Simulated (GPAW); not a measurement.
**Property calculation, with input and output: CH$_{5}$AlF (charge −1)**

System: CH$_{5}$AlF, charge −1, SMILES F[CH2][AlH3-].
Method: PBE/real-space grid, scalar-relativistic datasets (GPAW 26.7.0).

The geometry comes from this level: GFN2-xTB.

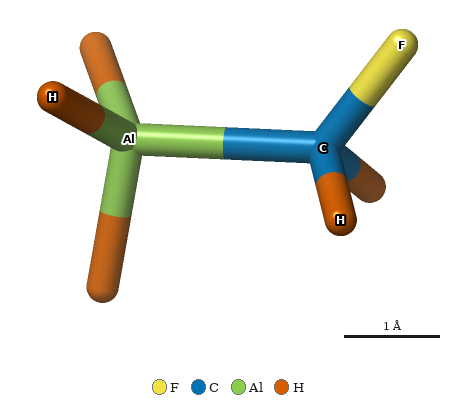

Figure 1. The structure as given in the input (stick view, seen at a tilt). Sticks mark near contacts. Bond lengths as drawn: Al–C 2.07 Å, Al–H 1.61 to 1.62 Å, C–F 1.42 Å and C–H 1.11 Å.

## Summary

```json
{"quantity": "outcome", "value": "converged"}
{"quantity": "energy relative to the program's reference atoms", "value": "−34.6176 eV"}
{"quantity": "largest force", "value": "1.234 eV/Å"}
{"quantity": "HOMO", "value": "−0.94 eV"}
{"quantity": "LUMO", "value": "2.82 eV"}
{"quantity": "hardware", "value": "1 thread of Intel Xeon @ 2.50GHz (Skylake/Cascade Lake), 12 GiB of memory available, shared host"}
{"quantity": "wall time", "value": "79 s"}
{"quantity": "peak memory", "value": "1.3 GiB"}
```

## Input (gs.py)
```python
from ase import Atoms
from gpaw import GPAW

mol = Atoms("FCAlHHHHH",
    positions=[[ -1.338990,   1.360100,  -1.094240],
               [ -0.580710,   0.193470,  -0.820250],
               [  0.577840,  -0.143880,   0.865850],
               [  0.062250,   0.084280,  -1.716300],
               [ -1.320360,  -0.626150,  -0.914260],
               [ -0.315250,  -0.170740,   2.199610],
               [  1.142260,  -1.618890,   0.501480],
               [  1.772960,   0.921800,   0.978110]])
mol.center(vacuum=5.5)

dft = GPAW(mode="fd", charge=-1, maxiter=150, h=0.18, xc="PBE", txt="-")
mol.calc = dft

energy = mol.get_potential_energy()
print(f"Energy                  {energy:.5f} eV")
forces = mol.get_forces()
print("Forces (eV/Ang)")
for symbol, f in zip(mol.symbols, forces):
    print(f'{symbol:2} {f[0]:9.4f} {f[1]:9.4f} {f[2]:9.4f}')
homo, lumo = dft.get_homo_lumo()
print(f"HOMO                    {homo:.3f} eV")
print(f"LUMO = {lumo:.3f} eV")
print(f"Gap: {lumo - homo:.3f} eV")
```

Launched with:
```bash
python gs.py
```

## The program's output
```
__  _  _
 | _ |_)|_||  |
 |__||  | ||/\| - 26.7.0

units:  Angstrom and eV
cores:  1
OpenMP: False

Versions:
  Python: 3.12.14
  ASE:    3.29.0
  Numpy:  2.5.5
  Scipy:  1.18.1
  Libxc:  7.0.0

        _gpaw.cpython-312-x86_64-linux-gnu.so

Input parameters:
  mode=FD(),
  charge=-1,
  h=0.18,
  maxiter=150,
  xc=XC(name='PBE')

Diagonalizing LCAO Hamiltonian
Converting LCAO to fd mode
          .----------------------------------.
         /|                                  |
        / |                                  |
       /  |                                  |
      /   |                                  |
     /    |                                  |
    /     |                                  |
   /      |                                  |
  /       |                                  |
 *        |                                  |
 |        |                                  |
 |        |           H                      |
 |        |                 H                |
 |        |             Al                   |
 |        |         F   H                    |
 |        |        H C                       |
 |        |            H                     |
 |        |                                  |
 |        .----------------------------------.
 |       /                                  /
 |      /                                  /
 |     /                                  /
 |    /                                  /
 |   /                                  /
 |  /                                  /
 | /                                  /
 |/                                  /
 *----------------------------------*

Atoms  # Å, Bohr magnetons
|   | symbol |        x |        y |        z |    initial magnetic moments |
|---|--------|----------|----------|----------|-----------------------------|
| 0 |      F | 5.500000 | 8.478990 | 6.122060 | ( 0.0000,  0.0000,  0.0000) |
| 1 |      C | 6.258280 | 7.312360 | 6.396050 | ( 0.0000,  0.0000,  0.0000) |
| 2 |     Al | 7.416830 | 6.975010 | 8.082150 | ( 0.0000,  0.0000,  0.0000) |
| 3 |      H | 6.901240 | 7.203170 | 5.500000 | ( 0.0000,  0.0000,  0.0000) |
| 4 |      H | 5.518630 | 6.492740 | 6.302040 | ( 0.0000,  0.0000,  0.0000) |
| 5 |      H | 6.523740 | 6.948150 | 9.415910 | ( 0.0000,  0.0000,  0.0000) |
| 6 |      H | 7.981250 | 5.500000 | 7.717780 | ( 0.0000,  0.0000,  0.0000) |
| 7 |      H | 8.611950 | 8.040690 | 8.194410 | ( 0.0000,  0.0000,  0.0000) |

Unit cell  # Å
| periodic |         x |         y |         z |   lengths |    angles |
|----------|-----------|-----------|-----------|-----------|-----------|
|       no | 14.111950 |  0.000000 |  0.000000 | 14.111950 | 90.000000 |
|       no |  0.000000 | 13.978990 |  0.000000 | 13.978990 | 90.000000 |
|       no |  0.000000 |  0.000000 | 14.915910 | 14.915910 | 90.000000 |

Number of symmetries: 1
Symmetry operations  # r_c * U_cc + t_c -> r_c
|   | kind |            matrix            |
|---|------|------------------------------|
| 0 |  E   |  1, 0, 0,  0, 1, 0,  0, 0, 1 |

BZ-sampling:
  Number of BZ points: 1
  Number of IBZ points: 1

  Monkhorst-Pack size: [1, 1, 1]
  Monkhorst-Pack shift: [0, 0, 0]

K-points  # in reciprocal-cell coordinates
|   |                                coordinates |     weight |
|---|--------------------------------------------|------------|
| 0 | (  0.00000000,   0.00000000,   0.00000000) | 1.00000000 |

Uniform wave function grid shape: (np.int64(79), np.int64(75), np.int64(83))
Spin-components: 1 (collinear spins)
Bands:           16
Projectors:      30
Spin-degeneracy: 2
Datatype:        float64

  Storage: CPU
  Wave functions: 62_947_200 bytes (62_947_200 per core)

Parallelization:
  kpt:    1
  domain: 1
  band:   1

Density:
  Valence electrons: 19.0
  Components: 1
  Grid points: [80 76 84]
  Charge: -1.0  # |e|

Potential:
  Grid points: [80 76 84]

species:
  F:
    name:    Fluorine
    Z:       9.0
    valence: 7
    core:    2
    charge:  0.0  # [|e|]
    file:    F.PBE.gz
    compensation charges:
      type: gauss
      rc: 0.20  # [Å]
      lmax: 2
    cutoffs:
      filter: 1.14  # [Å]
      core: 0.74  # [Å]
    projectors
    | kind |    occ | energy [eV] | rcut [Å] |
    |------|--------|-------------|----------|
    |   2s |  2.000 |     -29.898 |    0.635 |
    |   2p |  5.000 |     -11.110 |    0.635 |
    |    s |        |      -2.687 |    0.635 |
    |    p |        |      16.102 |    0.635 |
    |    d |        |       0.000 |    0.635 |

    Using partial waves for F as LCAO basis

  C:
    name:    Carbon
    Z:       6.0
    valence: 4
    core:    2
    charge:  0.0  # [|e|]
    file:    C.PBE.gz
    compensation charges:
      type: gauss
      rc: 0.20  # [Å]
      lmax: 2
    cutoffs:
      filter: 1.14  # [Å]
      core: 1.14  # [Å]
    projectors
    | kind |    occ | energy [eV] | rcut [Å] |
    |------|--------|-------------|----------|
    |   2s |  2.000 |     -13.751 |    0.635 |
    |   2p |  2.000 |      -5.284 |    0.635 |
    |    s |        |      13.461 |    0.635 |
    |    p |        |      21.927 |    0.635 |
    |    d |        |       0.000 |    0.635 |

    Using partial waves for C as LCAO basis

  Al:
    name:    Aluminium
    Z:       13.0
    valence: 3
    core:    10
    charge:  0.0  # [|e|]
    file:    Al.PBE.gz
    compensation charges:
      type: gauss
      rc: 0.34  # [Å]
      lmax: 2
    cutoffs:
      filter: 1.91  # [Å]
      core: 2.36  # [Å]
    projectors
    | kind |    occ | energy [eV] | rcut [Å] |
    |------|--------|-------------|----------|
    |   3s |  2.000 |      -7.753 |    1.085 |
    |   3p |  1.000 |      -2.712 |    1.085 |
    |    s |        |      19.459 |    1.085 |
    |    p |        |      24.499 |    1.085 |
    |    d |        |       0.000 |    1.085 |

    Using partial waves for Al as LCAO basis

  H:
    name:    Hydrogen
    Z:       1.0
    valence: 1
    core:    0
    charge:  0.0  # [|e|]
    file:    H.PBE.gz
    compensation charges:
      type: gauss
      rc: 0.15  # [Å]
      lmax: 2
    cutoffs:
      filter: 0.85  # [Å]
      core: 0.53  # [Å]
    projectors
    | kind |    occ | energy [eV] | rcut [Å] |
    |------|--------|-------------|----------|
    |   1s |  1.000 |      -6.494 |    0.476 |
    |    s |        |      20.717 |    0.476 |
    |    p |        |       0.000 |    0.476 |

    Using partial waves for H as LCAO basis

Reference energy: -10407.582977  # eV

eigensolver:
  PPCG
  Converge bands: occupied
  niter=2

density mixing:
  MSR1-Mixer
  Pratt-step length: 0.05
  Maximum mixing coefficient: 0.75
  Old densities: 10
  SVD Regularization: 0.005
  Good broyden scale: 1.0
  Trust region scale: 1.0
  Backstep threshold: 4.0
  History deletion threshold: 6.0
  Fourier metric: weight=20.0, sigma=0.015

occupation numbers:
  # Zero width

FastPoissonSolver using
    Stencil: 6*3+1=19 point O(h^6) finite-difference Laplacian
    FFT axes: []
    FST axes: [np.int64(1), np.int64(0), np.int64(2)]

xc functional:
  name: PBE with 2 nearest neighbor stencil
interpolation: tri-quintic # 5. degree polynomial

Initialization done in: 8.927 s

convergence criteria:
- Maximum [total energy] change in last 3 cyles: 0.0005 eV / valence electron
- Maximum integral of absolute [dens]ity change: 0.0001 electrons / valence electron
- Maximum integral of absolute [eigenst]ate change: 4e-08 eV^2 / valence electron
maximum number of iterations: 150

SCF iterations
|iter     |     time |      energy | eigst |  dens |
|---------|----------|-------------|-------|-------|
|iter:   1| 00:00:12 |  -35.935293 | +1.07 |       |
|iter:   2| 00:00:17 |  -35.813364 | -0.24 | -0.72 |
|iter:   3| 00:00:21 |  -34.598843 | +0.14 | -0.75 |
|iter:   4| 00:00:26 |  -34.611176 | -0.56 | -1.38 |
|iter:   5| 00:00:31 |  -34.616551 | -1.42 | -1.73 |
|iter:   6| 00:00:35 |  -34.617280c| -2.09 | -2.17 |
|iter:   7| 00:00:40 |  -34.617505c| -2.87 | -2.66 |
|iter:   8| 00:00:45 |  -34.617545c| -3.48 | -3.06 |
|iter:   9| 00:00:49 |  -34.617552c| -4.15 | -3.56 |
|iter:  10| 00:00:54 |  -34.617553c| -4.63 | -3.95 |
|iter:  11| 00:00:59 |  -34.617554c| -5.27 | -4.32c|
|iter:  12| 00:01:04 |  -34.617553c| -5.73 | -4.67c|
|iter:  13| 00:01:09 |  -34.617554c| -6.29 | -4.88c|
|iter:  14| 00:01:14 |  -34.617553c| -6.93 | -5.35c|
|iter:  15| 00:01:18 |  -34.617553c| -7.46c| -5.75c|

Converged in 15 steps
SCF loop duration: 69.383 s (4.626 s/step)
Energy contributions relative to reference atoms: (reference = -10407.582977)

Energy contributions:
  Kinetic:          39.987662
  Coulomb:         -38.241941
  Zero:              0.254583
  External:          0.000000
  Xc:              -36.617858
  Entropy:           0.000000
  Spinorbit:         0.000000
  ----------------------------
  Free energy:     -34.617553
  Extrapolated:    -34.617553

dipole moment: (-7.107274, -7.261283, -7.797943)  # |e|*Ang

Fermi level: 0.938
Eigenvalues  # (at kpt = [0.000, 0.000, 0.000])
| band index |      eig [eV] | occ [0-2] |
|------------|---------------|-----------|
|          0 |       -24.622 |     2.000 |
|        ... |               |           |
|          2 |        -6.800 |     2.000 |
|          3 |        -6.365 |     2.000 |
|          4 |        -5.617 |     2.000 |
|          5 |        -4.134 |     2.000 |
|          6 |        -3.037 |     2.000 |
|          7 |        -1.542 |     2.000 |
|          8 |        -1.471 |     2.000 |
|          9 |        -0.942 |     2.000 |
|         10 |         2.817 |     0.000 |
|         11 |         3.113 |     0.000 |
|         12 |         3.262 |     0.000 |
|         13 |         3.405 |     0.000 |
|         14 |         3.607 |     0.000 |
|         15 |         3.950 |     0.000 |

Gap: 3.759 eV
Transition (v -> c):
  (s=0, k=0, n=9, [0.00, 0.00, 0.00]) -> (s=0, k=0, n=10, [0.00, 0.00, 0.00])
No difference between direct/indirect transitions
vacuum-level: 0.000  # V
Energy                  -34.61755 eV

Forces  # eV/Ang
|        x |        y |        z |
|----------|----------|----------|
| -0.38397 |  1.15075 |  0.22750 |  # F    0
|  0.35224 | -0.88939 | -0.18289 |  # C    1
| -0.40851 |  0.22482 | -0.51399 |  # Al   2
|  0.16796 | -0.11137 | -0.00161 |  # H    3
|  0.02369 | -0.18216 |  0.07971 |  # H    4
| -0.24278 | -0.01628 |  0.41912 |  # H    5
|  0.13483 | -0.33474 | -0.05507 |  # H    6
|  0.36772 |  0.31954 |  0.06971 |  # H    7

Force computation time: 0.135  # s
Forces (eV/Ang)
F    -0.3840    1.1507    0.2275
C     0.3522   -0.8894   -0.1829
Al   -0.4085    0.2248   -0.5140
H     0.1680   -0.1114   -0.0016
H     0.0237   -0.1822    0.0797
H    -0.2428   -0.0163    0.4191
H     0.1348   -0.3347   -0.0551
H     0.3677    0.3195    0.0697
HOMO                    -0.942 eV
LUMO = 2.817 eV
Gap: 3.759 eV
```

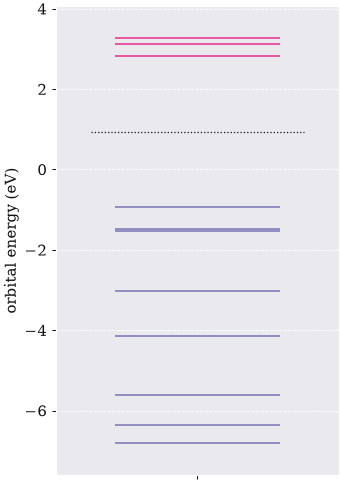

Figure 2. Orbital energies near the frontier; the dotted line parts filled from empty levels, and levels within 0.02 eV of each other stand side by side. Highest filled −0.94 eV, lowest empty 2.82 eV, 3.76 eV apart.
